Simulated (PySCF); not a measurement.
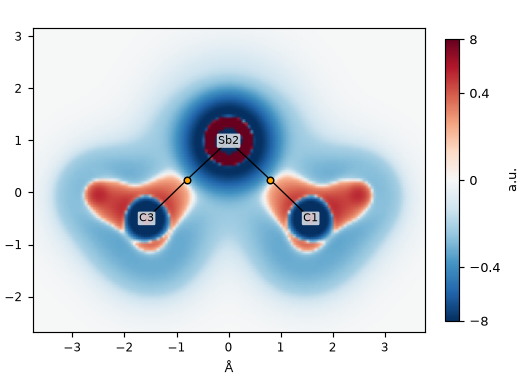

Figure 1: C3H9Sb, SMILES `C[Sb](C)C`. Negative Laplacian of the density (−∇²ρ) in the plane of C1, Sb2 and C3 (red positive, blue negative, colour scale in a.u., logarithmic beyond ±0.04), with bond paths and bond critical points (dots).

Level of theory: B3LYP/def2-TZVP (PySCF), at a geometry from GFN2-xTB. Core potentials replace the inner electrons of Sb; spin–orbit coupling isn't included. No frequency check shows the geometry to be a minimum. GFN2-xTB bond lengths at metals and heavier atoms can be off by up to 0.1 Å and shapes distorted, which carries into these values.

Input script:

```python
import numpy as np
from pyscf import gto, scf, dft
from pyscf.scf import atom_ks, atom_hf
from scipy.linalg import block_diag

def solve(mol, dm0=None, hcore=None):
    mf = (dft.UKS if mol.spin else dft.RKS)(mol, xc='b3lyp')
    mf.grids.level = 3
    mf = mf.density_fit(auxbasis='def2-universal-jkfit')
    mf.conv_tol, mf.max_cycle = 1e-8, 80
    if hcore is not None:
        mf.get_hcore = lambda *args: hcore
    mf.kernel(dm0)
    if not mf.converged:
        mf = mf.newton().run(mf.mo_coeff, mf.mo_occ, max_cycle=30)
    assert mf.converged, 'SCF not converged'
    return mf

mol = gto.M(atom='''
C      0.79546    -1.63827     0.74569
Sb    -0.00105     0.00067    -0.43154
C      1.02444     1.50359     0.74946
C     -1.81418     0.13096     0.75136
H      0.69078    -1.41390     1.80173
H      1.84350    -1.78370     0.51384
H      0.25598    -2.55109     0.51970
H      0.88815     1.29425     1.80498
H      0.62418     2.48723     0.51783
H      2.08253     1.49608     0.51778
H     -1.56415     0.11057     1.80663
H     -2.33684     1.05265     0.52460
H     -2.46488    -0.70420     0.52249
''', basis='def2-tzvp', ecp={'Sb': 'def2-tzvp'}, charge=0, spin=0, verbose=4)
mf = solve(mol)
mf.analyze()
# spherically averaged free atoms, for the promolecule
atom_ks.AtomSphAverageRKS.init_guess_by_vsap = lambda self, mol=None: self.init_guess_by_minao(mol)  # core potentials
atm = atom_ks.get_atm_nrks(mol, xc='b3lyp')
pro = block_diag(*[(atm[a[0]][2] * atm[a[0]][3]) @ atm[a[0]][2].T for a in mol._atom])
np.savez('result.npz', e=mf.e_tot, c=mf.mo_coeff, occ=mf.mo_occ, eps=mf.mo_energy, pro=pro, dip=mf.dip_moment(verbose=0), s2=mf.spin_square()[0])
```

Run with:

```sh
OMP_NUM_THREADS=1 python input.py
```

The run took 24 s on 1 thread of Intel(R) Xeon(R) Platinum 8488C (Sapphire Rapids) (shared host), peak memory 0.75 GiB.

Partitions, critical points and surface values were worked out afterwards from this run's density.

Sort the bonds in the plane by the sign of ∇²ρ at their critical points.

At none is it concentrated. Depleted (∇²ρ > 0): Sb2–C3 and C1–Sb2 (+0.06 a.u., H = −0.046).
